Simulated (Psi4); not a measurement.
# Li2Cl2 ((LiCl)2 ring): levels of theory compared

Wanted: a comparison of 4 runs (HF/STO-3G, PBE0/def2-SVP, TPSSh/def2-SVP, SVWN5/6-31G*) of Li2Cl2 ((LiCl)2 ring). 

Program for the calculation: Psi4 1.11.

2 further runs of the same task are left out: 1 that didn't finish, 1 set aside as unsound or not needed.

## 1. The system as given

Li2Cl2: 4 atoms, total charge 0, spin state singlet. The shape comes from GFN2-xTB, which is rough for such elements, and wasn't checked as a minimum.

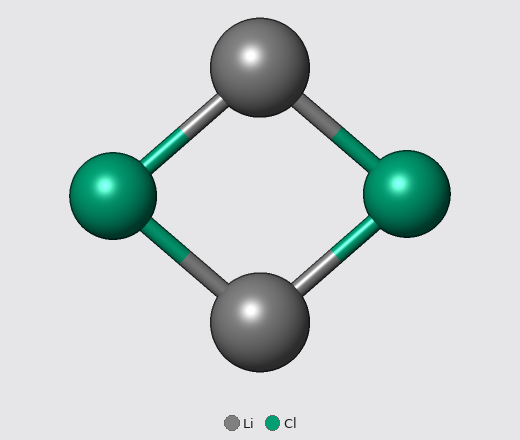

The structure, seen from a chosen angle (lithium grey, chlorine teal).

## 2. Energy and forces at HF/STO-3G (run 1)

cl2li2.dat reads:

```
memory 1600 mb

molecule {
  Li    -0.450950    -0.359120     1.285890
  Cl     0.991550    -1.295920    -0.014090
  Li     0.451240     0.359310    -1.285760
  Cl    -0.991830     1.295730     0.013960
  units angstrom
  symmetry c1
  no_reorient
  no_com
}

set globals {
  basis         STO-3G
  puream        true
  e_convergence 1e-09
  d_convergence 1e-08
  scf_type      pk
}

e = gradient("hf")
```

Command:

```sh
$ psi4 cl2li2.dat cl2li2.out -n 1
```

cl2li2.out:

```text
[...]
  Running in c1 symmetry.
[...]
  Nuclear repulsion =   98.618199908077855
[...]
  Multiplicity = 1
[...]
  Nalpha       = 20
  Nbeta        = 20
[...]
    Number of basis functions: 28
[...]
   @RHF iter   1:  -924.06802141160222   -9.05183e-01   5.99645e-03 DIIS/ADIIS
[...]
   @RHF iter   8:  -924.11073137470487   -1.93268e-12   4.51557e-09 DIIS
[...]
    Orbital Energies [Eh]
    ---------------------
    Doubly Occupied:
       1A   -103.629446     2A   -103.629433     3A    -10.312404
       4A    -10.311939     5A     -7.753626     6A     -7.753566
       7A     -7.752776     8A     -7.752327     9A     -7.751838
      10A     -7.751477    11A     -2.361884    12A     -2.361703
      13A     -0.945930    14A     -0.931781    15A     -0.414334
      16A     -0.386864    17A     -0.384259    18A     -0.379274
      19A     -0.346524    20A     -0.344276
[...]
  @RHF Final Energy:  -924.11073137470487
   => Energetics <=
    Nuclear Repulsion Energy =             98.6181999080778553
    One-Electron Energy =               -1478.9465425608459554
    Two-Electron Energy =                 456.2176112780631456
    Total Energy =                       -924.1107313747048693
[...]
 Multipole Moments:
 ------------------------------------------------------------------------------------
     Multipole            Electronic (a.u.)      Nuclear  (a.u.)        Total (a.u.)
 ------------------------------------------------------------------------------------
 L = 1.  Multiply by 2.5417464519 to convert [e a0] to [Debye]
 Dipole X            :          0.0079674           -0.0073510            0.0006163
 Dipole Y            :          0.0054266           -0.0050267            0.0003999
 Dipole Z            :          0.0036963           -0.0034393            0.0002570
 Magnitude           :                                                    0.0007783
[...]
  -Total Gradient:
     Atom            X                  Y                   Z
    ------   -----------------  -----------------  -----------------
       1       -0.004593985081    -0.003670913321     0.013129107682
       2       -0.000954983327     0.001232006040     0.000017768489
       3        0.004609254571     0.003674893125    -0.013127356224
       4        0.000939713843    -0.001235985854    -0.000019519947
[...]
```

Wall time 3.3 s (1 thread of AMD EPYC 7R43 (Zen 3), shared host); peak memory 0.18 GiB.

## 3. Energy and gradient at PBE0/def2-SVP (run 2)

cl2li2.xyz reads:

```xyz
4
Cl2Li2
Li    -0.450950    -0.359120     1.285890
Cl     0.991550    -1.295920    -0.014090
Li     0.451240     0.359310    -1.285760
Cl    -0.991830     1.295730     0.013960
```

calc.py reads:

```python
import psi4

psi4.set_memory('1600 MB')
psi4.set_num_threads(1)
psi4.core.set_output_file('output.dat', False)

with open('cl2li2.xyz') as f:
    atoms = ''.join(f.readlines()[2:])
m = psi4.geometry('0 1\n' + atoms + 'symmetry c1\nno_reorient\nno_com')

psi4.set_options({
    'basis': 'def2-SVP',
    'puream': True,
    'e_convergence': 1e-09,
    'd_convergence': 1e-08,
    'scf_type': 'pk',
    'dft_radial_points': 99,
    'dft_spherical_points': 590,
})

E, wfn = psi4.gradient('pbe0', molecule=m, return_wfn=True)
psi4.oeprop(wfn, 'DIPOLE', 'MAYER_INDICES', 'WIBERG_LOWDIN_INDICES')
print('gradient / Eh bohr^-1')
print(E.np.round(6))
print(f'energy = {wfn.energy():.10f} Eh')
```

Command:

```sh
$ python calc.py
```

output.dat:

```text
[...]
  Running in c1 symmetry.
[...]
  Nuclear repulsion =   98.618199908077855
[...]
  Multiplicity = 1
[...]
  Nalpha       = 20
  Nbeta        = 20
[...]
    Number of basis functions: 54
[...]
   @RKS iter   1:  -934.93199970634066   -4.77570e-01   7.62555e-03 ADIIS/DIIS
[...]
   @RKS iter   8:  -935.02593765928748   -2.33058e-11   5.79054e-09 DIIS
[...]
    Orbital Energies [Eh]
    ---------------------
    Doubly Occupied:
       1A   -101.604489     2A   -101.604481     3A     -9.455386
       4A     -9.455382     5A     -7.191420     6A     -7.191411
       7A     -7.190171     8A     -7.190160     9A     -7.189575
      10A     -7.189563    11A     -2.006489    12A     -2.005960
      13A     -0.764516    14A     -0.754119    15A     -0.329902
      16A     -0.310654    17A     -0.308578    18A     -0.295687
      19A     -0.275346    20A     -0.273702
[...]
  @RKS Final Energy:  -935.02593765928748
   => Energetics <=
    Nuclear Repulsion Energy =             98.6181999080778553
    One-Electron Energy =               -1490.0057656701048927
    Two-Electron Energy =                 501.7529696603778575
    DFT Exchange-Correlation Energy =     -45.3913415576383983
    Empirical Dispersion Energy =           0.0000000000000000
    VV10 Nonlocal Energy =                  0.0000000000000000
    Total Energy =                       -935.0259376592874787
[...]
  -Total Gradient:
     Atom            X                  Y                   Z
    ------   -----------------  -----------------  -----------------
       1       -0.000866845077    -0.000701737089     0.002495010635
       2       -0.009747066858     0.012726105196     0.000142776299
       3        0.000876458106     0.000702222363    -0.002495413802
       4        0.009737328708    -0.012726680975    -0.000142431424
[...]
 Multipole Moments:
 ------------------------------------------------------------------------------------
     Multipole            Electronic (a.u.)      Nuclear  (a.u.)        Total (a.u.)
 ------------------------------------------------------------------------------------
 L = 1.  Multiply by 2.5417464519 to convert [e a0] to [Debye]
 Dipole X            :          0.0080181           -0.0073510            0.0006671
 Dipole Y            :          0.0054562           -0.0050267            0.0004295
 Dipole Z            :          0.0037208           -0.0034393            0.0002815
 Magnitude           :                                                    0.0008419
[...]
```

Standard output:

```text
gradient / Eh bohr^-1
[[-0.000867 -0.000702  0.002495]
 [-0.009747  0.012726  0.000143]
 [ 0.000876  0.000702 -0.002495]
 [ 0.009737 -0.012727 -0.000142]]
energy = -935.0259376593 Eh
```

It took 10 s on 1 thread of AMD EPYC 7R43 (Zen 3), shared host; peak memory 0.48 GiB.

Run 3 isn't shown in full; the table further down has it.

## 4. A single-point energy at SVWN5/6-31G(d) (spherical functions) (run 4)

calc.dat reads:

```
memory 1.6 GB

molecule {
  Li    -0.450950    -0.359120     1.285890
  Cl     0.991550    -1.295920    -0.014090
  Li     0.451240     0.359310    -1.285760
  Cl    -0.991830     1.295730     0.013960
  units angstrom
  symmetry c1
}

set basis 6-31G*
set reference rks
set puream true
set e_convergence 1e-09
set d_convergence 1e-08
set scf_type pk
set dft_radial_points 99
set dft_spherical_points 590

result, w = energy('scf', dft_functional={"name": "SVWN5", "x_functionals": {"LDA_X": {}}, "c_functionals": {"LDA_C_VWN": {}}}, return_wfn=True)
```

Command:

```sh
$ psi4 -i calc.dat -o calc.out -n 1
```

calc.out:

```text
[...]
  Running in c1 symmetry.
[...]
  Nuclear repulsion =   98.618199908077855
[...]
  Multiplicity = 1
[...]
  Nalpha       = 20
  Nbeta        = 20
[...]
    Number of basis functions: 64
[...]
   @RKS iter   1:  -932.20392250136615   -2.25203e-01   7.70618e-03 ADIIS/DIIS
[...]
   @RKS iter   9:  -932.36400877639642   -1.47793e-12   1.74652e-09 DIIS
[...]
    Orbital Energies [Eh]
    ---------------------
    Doubly Occupied:
       1A   -100.227706     2A   -100.227695     3A     -9.072634
       4A     -9.072603     5A     -6.926943     6A     -6.926910
       7A     -6.925712     8A     -6.925687     9A     -6.925249
      10A     -6.925223    11A     -1.824981    12A     -1.824457
      13A     -0.684763    14A     -0.675041    15A     -0.290592
      16A     -0.272841    17A     -0.272593    18A     -0.258755
      19A     -0.240276    20A     -0.237801
[...]
  @RKS Final Energy:  -932.36400877639642
   => Energetics <=
    Nuclear Repulsion Energy =             98.6181999080778553
    One-Electron Energy =               -1489.7000330035966726
    Two-Electron Energy =                 515.8770249591254924
    DFT Exchange-Correlation Energy =     -57.1592006400031352
    Empirical Dispersion Energy =           0.0000000000000000
    VV10 Nonlocal Energy =                  0.0000000000000000
    Total Energy =                       -932.3640087763964175
[...]
 Multipole Moments:
 ------------------------------------------------------------------------------------
     Multipole            Electronic (a.u.)      Nuclear  (a.u.)        Total (a.u.)
 ------------------------------------------------------------------------------------
 L = 1.  Multiply by 2.5417464519 to convert [e a0] to [Debye]
 Dipole X            :          0.0010006           -0.0003686            0.0006321
 Dipole Y            :          0.0006510           -0.0002457            0.0004053
 Dipole Z            :          0.0004316           -0.0001681            0.0002635
 Magnitude           :                                                    0.0007957
[...]
```

Wall time 7.8 s (1 thread of AMD EPYC 7R43 (Zen 3), shared host); peak memory 0.32 GiB.

## 5. All runs side by side

```csv
run,level,integration grid,properties,energy (Eh),dipole moment (D),HOMO energy (eV),LUMO energy (eV),wall time
1,HF/STO-3G,–,–,-924.110731,0.00,-9.37,2.63,3.3 s
2,PBE0/def2-SVP,99 radial × 590 angular,"(dipole, mayer, wiberg)",-935.025938,0.00,-7.45,-0.65,10 s
3,TPSSh/def2-SVP,99 radial × 590 angular,"(lowdin, dipole, wiberg)",-935.406674,0.00,-6.74,-0.85,20 s
4,SVWN5/6-31G* (spherical functions),99 radial × 590 angular,–,-932.364009,0.00,-6.47,-1.27,7.8 s
```

## 6. Summary of results

| quantity | value |
| --- | --- |
| run 4: total energy | -932.36401 Eh |
| run 4: dipole moment | 0.00 D |
| run 4: HOMO energy | -6.47 eV |
| run 4: LUMO energy | -1.27 eV |
| run 4: HOMO–LUMO gap | 5.20 eV |

**Reading.** The HOMO–LUMO gap runs from 5.20 eV (SVWN5/6-31G*) to 12.00 eV (HF/STO-3G). The two ends differ in method and basis. Totals of different functionals can't be ranked against each other. In run 1 the basis is minimal, so the values are rough. All runs together took 41 s, the longest 20 s.
